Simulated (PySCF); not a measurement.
# C4H10S (isobutyl mercaptan): levels of theory compared

Aim: a comparison of 6 runs (HF/STO-3G, HF/3-21G, B2PLYP/6-31G*, B3LYP/6-31G*, wB97M-V/6-31G*, SCS-MP2/6-31G*) of C4H10S (isobutyl mercaptan). The job is set up through a Python script.

The results are computed with PySCF 2.14.0.

1 further run of the same task is left out (set aside as unsound or not needed).

**1. Starting point**

C4H10S: 15 atoms, total charge 0, spin state singlet. As SMILES, `CC(C)CS`. Geometry: relaxed at PBE0-D4/def2-TZVP. This is one conformer, not always the lowest.

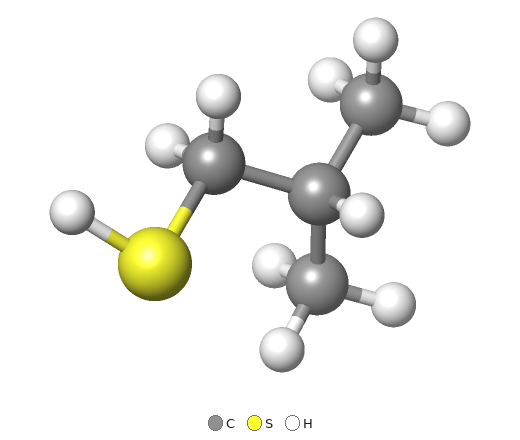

Viewed from a chosen angle; carbon grey, sulfur yellow, hydrogen white.

**2. The energy at HF/STO-3G (run 1)**

input.py

```python
from pyscf import gto

mol = gto.M(
    atom='''
C       -1.056000      -0.674500       0.878000
C        0.232300      -0.022700       0.397700
C        1.263900      -1.075300       0.015900
C       -0.002200       0.908500      -0.785200
S       -1.078400       2.294700      -0.308900
H       -1.799000       0.064600       1.183900
H       -1.499300      -1.281100       0.081800
H       -0.862800      -1.330600       1.729900
H        0.643000       0.580300       1.217100
H        2.207500      -0.619700      -0.294600
H        0.900500      -1.693400      -0.811100
H        1.472000      -1.739200       0.858200
H        0.951100       1.311200      -1.132100
H       -0.465300       0.354500      -1.606500
H       -0.981000       2.972600      -1.462400
''',
    verbose=3,
    charge=0,
    basis='sto-3g',
    max_memory=1860,
    spin=0,
)

mf = mol.RHF()
mf.conv_tol = 1e-10
mf.kernel()
if not mf.converged:
    mf = mf.newton().run(mf.mo_coeff, mf.mo_occ)

energy = mf.e_tot
print('E(%s) = %.9f' % ('HF', energy))
```

Started as:

```bash
$ OMP_NUM_THREADS=1 python input.py
```

Output:

```text
converged SCF energy = -548.632856796909
E(HF) = -548.632856797
```

Run time: 0.99 s. Hardware: 1 thread of Intel Xeon at 2.70GHz, shared host; peak memory 0.12 GiB.

**3. A single-point energy at HF/3-21G (run 2)**

input.py

```python
from pyscf import gto, scf

mol = gto.M(
    atom=[
    ('C', (-1.056000, -0.674500, 0.878000)),
    ('C', (0.232300, -0.022700, 0.397700)),
    ('C', (1.263900, -1.075300, 0.015900)),
    ('C', (-0.002200, 0.908500, -0.785200)),
    ('S', (-1.078400, 2.294700, -0.308900)),
    ('H', (-1.799000, 0.064600, 1.183900)),
    ('H', (-1.499300, -1.281100, 0.081800)),
    ('H', (-0.862800, -1.330600, 1.729900)),
    ('H', (0.643000, 0.580300, 1.217100)),
    ('H', (2.207500, -0.619700, -0.294600)),
    ('H', (0.900500, -1.693400, -0.811100)),
    ('H', (1.472000, -1.739200, 0.858200)),
    ('H', (0.951100, 1.311200, -1.132100)),
    ('H', (-0.465300, 0.354500, -1.606500)),
    ('H', (-0.981000, 2.972600, -1.462400)),
],
    max_memory=1860,
    spin=0,
    basis='3-21g',
    verbose=3,
)

mf = scf.RHF(mol)
mf.conv_tol = 1e-10
mf.kernel()
if not mf.converged:
    mf = mf.newton().run(mf.mo_coeff, mf.mo_occ)

e_tot = mf.e_tot
print('E = %.10f Eh' % e_tot)
```

Started as:

```bash
$ OMP_NUM_THREADS=1 python input.py
```

Output:

```text
converged SCF energy = -551.983830389683
E = -551.9838303897 Eh
```

It took 1.1 s on 1 thread of Intel Xeon at 2.70GHz, shared host; peak memory 0.12 GiB.

Runs 3 to 4 aren't shown in full; the table further down has their settings and results.

**4. The energy at wB97M-V/6-31G(d) (spherical functions) (run 5)**

start.xyz

```xyz
15
C4H10S
C     -1.056000    -0.674500     0.878000
C      0.232300    -0.022700     0.397700
C      1.263900    -1.075300     0.015900
C     -0.002200     0.908500    -0.785200
S     -1.078400     2.294700    -0.308900
H     -1.799000     0.064600     1.183900
H     -1.499300    -1.281100     0.081800
H     -0.862800    -1.330600     1.729900
H      0.643000     0.580300     1.217100
H      2.207500    -0.619700    -0.294600
H      0.900500    -1.693400    -0.811100
H      1.472000    -1.739200     0.858200
H      0.951100     1.311200    -1.132100
H     -0.465300     0.354500    -1.606500
H     -0.981000     2.972600    -1.462400
```

run.py

```python
from pyscf import gto, dft

mol = gto.M(
    atom='start.xyz',
    verbose=3,
    basis='6-31g*',
    max_memory=1860,
    charge=0,
)

calc0 = dft.RKS(mol)
calc0.xc = 'wb97m-v'
calc0.conv_tol = 1e-10
calc0.nlcgrids.level = 1
calc0.grids.level = 5
calc0.kernel()
if not calc0.converged:
    calc0 = calc0.newton().run(calc0.mo_coeff, calc0.mo_occ)

energy = calc0.e_tot
print('Final energy', energy)
```

Started as:

```bash
$ OMP_NUM_THREADS=1 python run.py
```

Output:

```text
converged SCF energy = -556.48904854454
Final energy -556.4890485445396
```

Wall time 3.2 min (1 thread of Intel Xeon at 2.70GHz, shared host); peak memory 0.54 GiB.

**5. The energy at SCS-MP2/6-31G(d) (spherical functions) (run 6)**

calc.py

```python
# CC(C)CS
from pyscf import gto, scf, mp

system = gto.M(
    atom='''
C   -1.056000  -0.674500   0.878000
C    0.232300  -0.022700   0.397700
C    1.263900  -1.075300   0.015900
C   -0.002200   0.908500  -0.785200
S   -1.078400   2.294700  -0.308900
H   -1.799000   0.064600   1.183900
H   -1.499300  -1.281100   0.081800
H   -0.862800  -1.330600   1.729900
H    0.643000   0.580300   1.217100
H    2.207500  -0.619700  -0.294600
H    0.900500  -1.693400  -0.811100
H    1.472000  -1.739200   0.858200
H    0.951100   1.311200  -1.132100
H   -0.465300   0.354500  -1.606500
H   -0.981000   2.972600  -1.462400
''',
    verbose=3,
    max_memory=1860,
    basis='6-31g*',
)

mf = scf.RHF(system)
mf.conv_tol = 1e-10
mf.kernel()
if not mf.converged:
    mf = mf.newton().run(mf.mo_coeff, mf.mo_occ)

pt = mp.MP2(mf, frozen=9).run()
etot = mf.e_tot + 1.2 * pt.e_corr_os + pt.e_corr_ss / 3
print('E(%s) = %.9f' % ('SCS-MP2', etot))
```

Started as:

```bash
$ OMP_NUM_THREADS=1 python calc.py
```

Output:

```text
converged SCF energy = -554.800961320666
E(RMP2) = -555.445425752898  E_corr = -0.644464432232447
E(SCS-RMP2) = -555.442621081385  E_corr = -0.641659760719322
E(SCS-MP2) = -555.442621081
```

Run time: 3.3 s. Hardware: 1 thread of Intel Xeon at 2.70GHz, shared host; peak memory 0.24 GiB.

**6. Overview of the runs**

| run | level | frozen core orbitals | integration grid | energy (Eh) | dipole moment (D) of the reference | HOMO energy (eV) | LUMO energy (eV) | wall time |
| --- | --- | --- | --- | --- | --- | --- | --- | --- |
| 1 | HF/STO-3G | – | – | -548.632857 | 0.99 | -6.93 | 12.45 | 0.99 s |
| 2 | HF/3-21G | – | – | -551.983830 | 1.99 | -9.67 | 5.23 | 1.1 s |
| 3 | B2PLYP/6-31G* (spherical functions) | 9 | 5 | -556.251130 | 1.71 | -7.65 | 2.50 | 26 s |
| 4 | B3LYP/6-31G* (spherical functions) | – | 5 | -556.633529 | 1.69 | -6.29 | 0.87 | 26 s |
| 5 | wB97M-V/6-31G* (spherical functions) | – | 5 | -556.489049 | 1.68 | -8.80 | 3.19 | 3.2 min |
| 6 | SCS-MP2/6-31G* (spherical functions) | 9 | – | -555.442621 | 1.74 | -9.54 | 4.83 | 3.3 s |

**7. Summary of results**

| quantity | value |
| --- | --- |
| run 6: total energy | -555.44262 Eh |
| run 6: dipole moment (Hartree–Fock density) | 1.74 D |
| run 6: HOMO energy (Hartree–Fock orbitals) | -9.54 eV |
| run 6: LUMO energy (Hartree–Fock orbitals) | 4.83 eV |
| run 6: HOMO–LUMO gap (Hartree–Fock orbitals) | 14.37 eV |
| run 6: correlation energy (9 core orbitals frozen) | -641.7 mEh |

In words: Over runs 1, 2, 3, 4, 5 the dipole moment (its size) runs from 0.99 D (HF/STO-3G) to 1.99 D (HF/3-21G). Over runs 1, 2, 3, 4, 5 the HOMO–LUMO gap runs from 7.17 eV (B3LYP/6-31G*) to 19.38 eV (HF/STO-3G). The two ends differ in method and basis. Totals of different functionals can't be ranked against each other. In run 1 the basis is minimal, so the values are rough. All runs together took 4.2 min, the longest 3.2 min.
